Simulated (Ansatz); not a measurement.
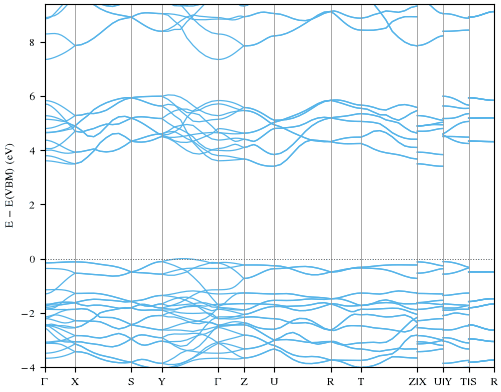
Band structure from plane-wave PAW r²SCAN+D4 (Ansatz code)

The gap is 3.41 eV; an edge lies off the plotted path or next to a special point (maximum on the Y–Γ line, 38 % of the way from Y, minimum off the standard path).

The material is SnCl$_{2}$ in space group Pnma (No. 62; Sn on 4c, Cl on 4c, Cl on 4c).

The workflow started from a Materials Project entry (that database holds measured and hypothetical structures alike); the Crystallography Open Database files this formula in space group No. 62, but the cells were not matched. Its standing as an ambient phase is unchecked. Symmetry was held in the r²SCAN+D4 relaxation; its stability against distortions is not shown here. Spin–orbit coupling is left out wherever it is not named.

Potentials: the later of the program's two PAW sets.
